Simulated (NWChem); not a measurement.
# doublet [BClF2]+: levels of theory compared

Aim: a comparison of 5 runs (UB3LYP/aug-cc-pVDZ, UBHLYP/aug-cc-pVDZ, UCAM-B3LYP/aug-cc-pVDZ, UM06-2X/aug-cc-pVDZ, UPBE0/aug-cc-pVDZ) of doublet [BClF2]+. 

The results are computed with NWChem 7.3.0.

## (1) The system as given

[BClF2]+: 4 atoms, total charge +1, spin state doublet. As SMILES of the parent species, `FB(F)Cl`. Geometry: relaxed at PBE0-D4/def2-TZVP. That shape belongs to the parent species and isn't relaxed for this state.

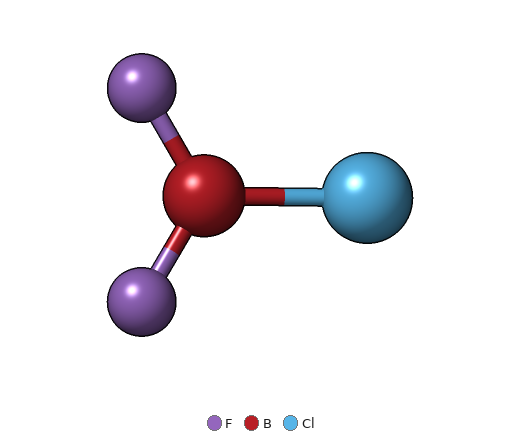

Viewed from a chosen angle; fluorine purple, boron red, chlorine blue.

## (2) A single-point energy at UB3LYP/aug-cc-pVDZ (run 1)

bclf2.xyz

```xyz
4
BClF2
F     -0.173700    -1.254300    -0.546300
B     -0.067100    -0.041300    -0.062000
F     -1.011600     0.830100    -0.317700
Cl     1.307900     0.405300     0.905700
```

run.py

```python
from ase.io import read
from ase.calculators.nwchem import NWChem

molecule = read('bclf2.xyz')

calc = NWChem(
    label='bclf2',
    theory='dft',
    memory='2200 mb',
    basis='aug-cc-pVDZ',
    basispar='spherical bse',
    charge=1,
    dft={'xc': 'b3lyp', 'mult': '2', 'grid': 'fine', 'convergence': 'energy 1e-08', 'iterations': '100', 'mulliken': None},
    task='energy',
)
molecule.calc = calc

print("Total energy (eV):", round(molecule.get_potential_energy(), 6))
```

On the command line:

```console
$ export ASE_NWCHEM_COMMAND="nwchem PREFIX.nwi > PREFIX.nwo"
$ python run.py
```

What it wrote:

```text
Total energy (eV): -18625.378751
```

The calculator wrote bclf2.nwi:

```
title "bclf2"

permanent_dir bclf2

scratch_dir bclf2

start bclf2

geometry units angstrom nocenter noautosym noautoz
  F  -1.7369999999999999e-01 -1.2543000000000000e+00 -5.4630000000000001e-01
  B  -6.7100000000000007e-02 -4.1300000000000003e-02 -6.2000000000000000e-02
  F  -1.0116000000000001e+00 8.3009999999999995e-01 -3.1769999999999998e-01
  Cl 1.3079000000000001e+00 4.0529999999999999e-01 9.0569999999999995e-01
end

charge 1

memory 2200 mb

basis spherical bse noprint
   * library aug-cc-pVDZ
end

dft
  xc b3lyp
  mult 2
  grid fine
  convergence energy 1e-08
  iterations 100
  mulliken
end

task dft energy
```

bclf2.nwo:

```text
Northwest Computational Chemistry Package (NWChem) 7.3.0
             --------------------------------------------------------

           Job information
           ---------------

    nwchem branch   = 7.3.0
    use scalapack   = T
    input           = bclf2.nwi
    prefix          = bclf2.
    data base       = bclf2/bclf2.db
    status          = startup
    nproc           =        1

           Memory information
           ------------------

[... 5 lines left out ...]
    hardfail = no
[... 37 lines left out ...]
            Nuclear Dipole moment (a.u.)
[... 72 lines left out ...]
          Convergence on density requested:  1.00D-05
[... 27 lines left out ...]
          Convergence aids based upon iterative change in
[... 31 lines left out ...]
 2-e energy   =     382.243680
[... 52 lines left out ...]
           Coulomb energy =      443.648033102127
[... 682 lines left out ...]
                     DFT Final Beta Molecular Orbital Analysis
[... 776 lines left out ...]
     Multipole analysis of the density
     ---------------------------------

     L   x y z        total         alpha         beta         nuclear
     -   - - -        -----         -----         ----         -------
     0   0 0 0      1.000000    -20.000000    -19.000000     40.000000

     1   1 0 0      1.599659    -10.793887     -8.830155     21.223702
[... 8 lines of this table left out ...]
     2   0 0 2    -15.646381    -40.764530    -37.584688     62.702837

 Task  times  cpu:       48.0s     wall:       48.0s
 Total times  cpu:       48.0s     wall:       48.0s
```

Run time: 50 s. Hardware: 1 thread of Intel Xeon Platinum 8259CL at 2.50GHz (Skylake/Cascade Lake), shared host; peak memory 0.11 GiB.

## (3) The energy at UBHLYP/aug-cc-pVDZ (run 2)

run.py

```python
from ase import Atoms
from ase.calculators.nwchem import NWChem

molecule = Atoms(['F', 'B', 'F', 'Cl'], positions=[
    [-0.173700, -1.254300, -0.546300],
    [-0.067100, -0.041300, -0.062000],
    [-1.011600, 0.830100, -0.317700],
    [1.307900, 0.405300, 0.905700],
])

calc = NWChem(
    label='geom',
    theory='dft',
    memory='2200 mb',
    basis='aug-cc-pVDZ',
    basispar='spherical bse',
    charge=1,
    dft={'xc': 'bhlyp', 'mult': '2', 'grid': 'fine', 'convergence': 'energy 1e-08', 'iterations': '100', 'mulliken': None},
    task='energy',
)
molecule.calc = calc

print("Total energy (eV):", round(molecule.get_potential_energy(), 6))
```

On the command line:

```console
$ export ASE_NWCHEM_COMMAND="nwchem PREFIX.nwi > PREFIX.nwo"
$ python run.py
```

What it wrote:

```text
Total energy (eV): -18622.748626
```

The calculator wrote geom.nwi:

```
title "geom"

permanent_dir geom

scratch_dir geom

start geom

geometry units angstrom nocenter noautosym noautoz
  F  -1.7369999999999999e-01 -1.2543000000000000e+00 -5.4630000000000001e-01
  B  -6.7100000000000007e-02 -4.1300000000000003e-02 -6.2000000000000000e-02
  F  -1.0116000000000001e+00 8.3009999999999995e-01 -3.1769999999999998e-01
  Cl 1.3079000000000001e+00 4.0529999999999999e-01 9.0569999999999995e-01
end

charge 1

memory 2200 mb

basis spherical bse noprint
   * library aug-cc-pVDZ
end

dft
  xc bhlyp
  mult 2
  grid fine
  convergence energy 1e-08
  iterations 100
  mulliken
end

task dft energy
```

geom.nwo:

```text
Northwest Computational Chemistry Package (NWChem) 7.3.0
             --------------------------------------------------------

           Job information
           ---------------

    nwchem branch   = 7.3.0
    use scalapack   = T
    input           = geom.nwi
    prefix          = geom.
    data base       = geom/geom.db
    status          = startup
    nproc           =        1

           Memory information
           ------------------

[... 5 lines left out ...]
    hardfail = no
[... 37 lines left out ...]
            Nuclear Dipole moment (a.u.)
[... 72 lines left out ...]
          Convergence on density requested:  1.00D-05
[... 26 lines left out ...]
          Convergence aids based upon iterative change in
[... 31 lines left out ...]
 2-e energy   =     382.243680
[... 52 lines left out ...]
           Coulomb energy =      443.749949229663
[... 680 lines left out ...]
                     DFT Final Beta Molecular Orbital Analysis
[... 774 lines left out ...]
     Multipole analysis of the density
     ---------------------------------

     L   x y z        total         alpha         beta         nuclear
     -   - - -        -----         -----         ----         -------
     0   0 0 0      1.000000    -20.000000    -19.000000     40.000000

     1   1 0 0      1.841450    -10.825702     -8.556550     21.223702
[... 8 lines of this table left out ...]
     2   0 0 2    -15.502850    -40.770366    -37.435321     62.702837

 Task  times  cpu:       48.1s     wall:       48.1s
 Total times  cpu:       48.2s     wall:       48.2s
```

Wall time 50 s (1 thread of Intel Xeon Platinum 8259CL at 2.50GHz (Skylake/Cascade Lake), shared host); peak memory 0.11 GiB.

Runs 3 to 4 aren't shown in full; the table further down has their settings and results.

## (4) A single-point energy at UPBE0/aug-cc-pVDZ (run 5)

calc.nw

```
start calc
title "BClF2 PBE0"
memory total 2200 mb
charge 1
geometry noautosym nocenter noautoz
  F    -0.173700   -1.254300   -0.546300
  B    -0.067100   -0.041300   -0.062000
  F    -1.011600    0.830100   -0.317700
  Cl    1.307900    0.405300    0.905700
end
basis "ao basis" spherical bse
  * library aug-cc-pVDZ
end
dft
  xc pbe0
  mult 2
  grid fine
  convergence energy 1e-08
  iterations 100
  mulliken
  noprint "final vectors analysis"
end
task dft energy
```

On the command line:

```console
$ nwchem calc.nw > calc.out
```

What it wrote:

```text
[...]
          Wavefunction type:  spin polarized.
          No. of atoms     :     4
          No. of electrons :    39
[...]
          Charge           :     1
          Spin multiplicity:     2
[...]
          AO basis - number of functions:    96
[...]
              XC Information
              --------------
                         PBE0 Method XC Functional
                     Hartree-Fock (Exact) Exchange  0.250
          PerdewBurkeErnzerhof Exchange Functional  0.750
            Perdew 1991 LDA Correlation Functional  1.000 local
           PerdewBurkeErnz. Correlation Functional  1.000 non-local
[...]
 d= 0,ls=0.0,diis     1   -683.8836592620 -8.26D+02  1.02D-02  5.69D-01     6.1
[...]
 d= 0,ls=0.0,diis    12   -684.0799795884 -1.55D-09  3.07D-07  1.10D-09    52.9
[...]
         Total DFT energy =     -684.079979588446
      One electron energy =    -1217.292353721725
           Coulomb energy =      443.635101193816
    Exchange-Corr. energy =      -52.559038109321
 Nuclear repulsion energy =      142.136311048785
[...]
      Total Density - Mulliken Population Analysis
     ---------------------------------------------
    Atom       Charge   Shell Charges
 -----------   ------   -------------------------------------------------------
    1 F    9     9.21   2.01  0.91  0.97  0.13  3.32  1.77  0.07  0.01  0.01
    2 B    5     4.03   2.02  0.53 -0.15 -0.02  1.48 -0.16  0.00  0.35 -0.03
    3 F    9     9.21   2.01  0.91  0.97  0.13  3.32  1.77  0.07  0.01  0.01
    4 Cl  17    16.56   2.00  2.04  1.02  0.94  0.04  6.00  2.94  1.53 -0.01  0.03  0.03
[...]
      <S2> =      0.7535 (Exact =     0.7500)
[...]
```

Wall time 54 s (1 thread of Intel Xeon Platinum 8259CL at 2.50GHz (Skylake/Cascade Lake), shared host); peak memory 0.11 GiB.

## (5) All runs side by side

| run | level | energy (Eh) | HOMO energy (eV) | LUMO energy (eV) | ⟨S²⟩ | wall time |
| --- | --- | --- | --- | --- | --- | --- |
| 1 | UB3LYP/aug-cc-pVDZ | -684.470050 | -18.67 | -15.99 | 0.753 | 50 s |
| 2 | UBHLYP/aug-cc-pVDZ | -684.373395 | -20.72 | -14.48 | 0.754 | 50 s |
| 3 | UCAM-B3LYP/aug-cc-pVDZ | -684.405277 | – | – | 0.753 | 2 min |
| 4 | UM06-2X/aug-cc-pVDZ | -684.362045 | -20.63 | -14.54 | 0.753 | 61 s |
| 5 | UPBE0/aug-cc-pVDZ | -684.079980 | – | – | 0.753 | 54 s |

## (6) Summary of results

| quantity | value |
| --- | --- |
| run 5: total energy | -684.07998 Eh |
| run 5: ⟨S²⟩ | 0.753 |

Totals of different functionals can't be ranked against each other. All runs together took 5.5 min, the longest 2 min.
